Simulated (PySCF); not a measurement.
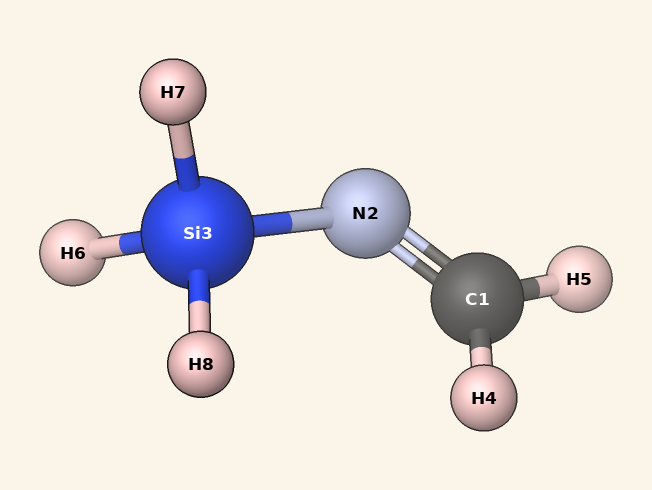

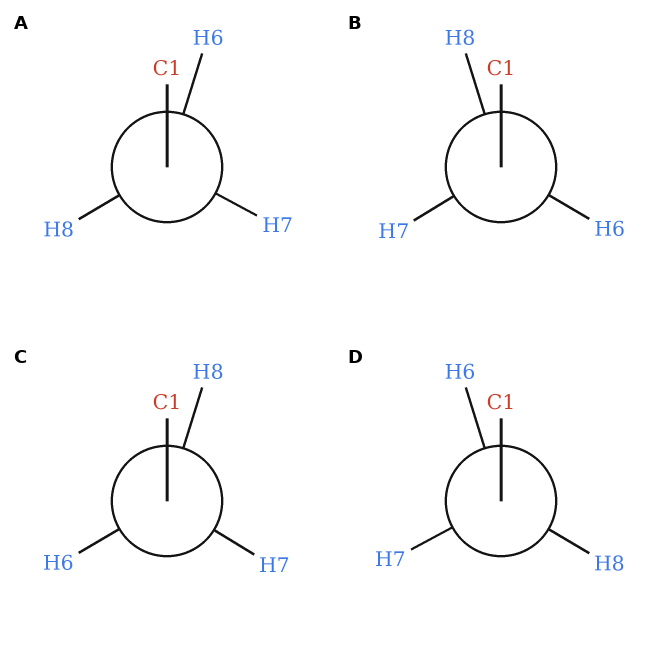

Distant atoms are faded towards the background colour. Bonds that would overlap in a projection are set slightly apart. The computed structure is the end point of a PBE0-D3(BJ)/def2-SVP optimisation. No frequency run is at hand to confirm it as a minimum.

Which Newman projection shows the view along N2–Si3, with N2 in front?

C. The torsion angle C1–N2–Si3–H6 is −120°, anticlinal.
